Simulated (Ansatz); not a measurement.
Input file:

```
basis:
  gaussian: {orbitals: def2-TZVPD}
crystal:
  periodic: [false, false, false]
  atoms:
    - {symbol: C, position_ang: [0.311131, -0.039952, 1.239319]}
    - {symbol: F, position_ang: [2.902074, 0.961601, 1.642452]}
    - {symbol: F, position_ang: [2.658034, -1.283134, 0.331838]}
    - {symbol: Si, position_ang: [2.006250, 0.202856, 0.508339]}
    - {symbol: Sn, position_ang: [2.287687, 1.519971, -1.789901]}
    - {symbol: H, position_ang: [-0.169044, 0.929506, 1.443910]}
    - {symbol: H, position_ang: [0.380939, -0.599671, 2.185689]}
    - {symbol: H, position_ang: [-0.335102, -0.604142, 0.549146]}
    - {symbol: H, position_ang: [4.027223, 1.212498, -1.610474]}
hamiltonian: {xc: {name: PBE0}}
output: {forces: true, orbitals: {seedname: orbitals}}
```

Launched as:

```sh
ansatz run input.yaml --threads 2 --pin off --max-ram 4350MiB --events-out events.jsonl --progress --plain --runs-dir runs
```

Geometry: PBE0-D3(BJ)/def2-SVP; core potentials replace the inner electrons of Sn.

Computed with Ansatz 0.2.0, isolated molecule in a Gaussian basis; Kohn-Sham density functional theory, functional PBE0.

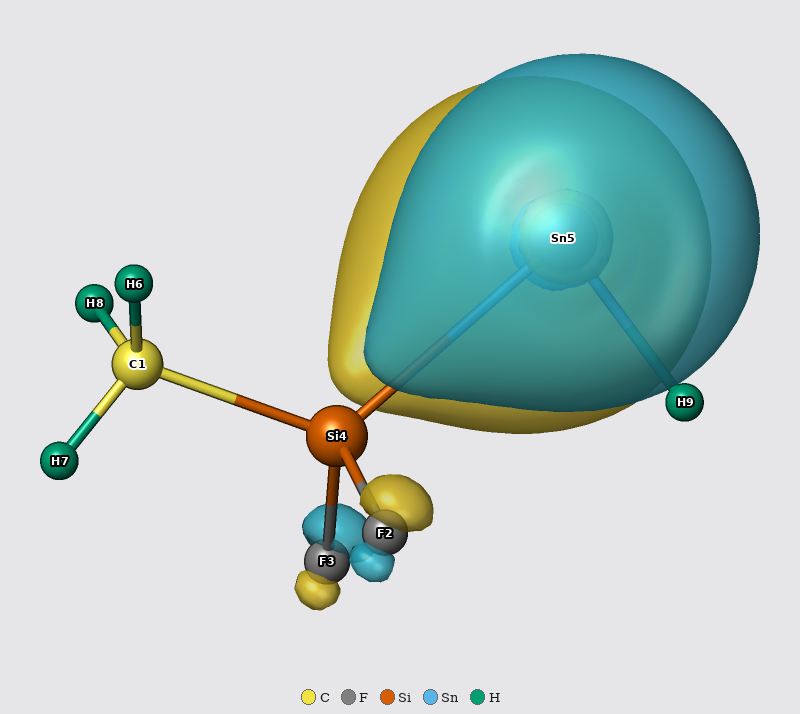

CH4F2SiSn. The LUMO at ±0.1 Å⁻³ᐟ² (yellow and cyan are the two phases), seen at a tilt.

**Describe this orbital and give its energy.**

It lies mainly on Sn5 (about 85 %). Its energy is −3.42 eV.
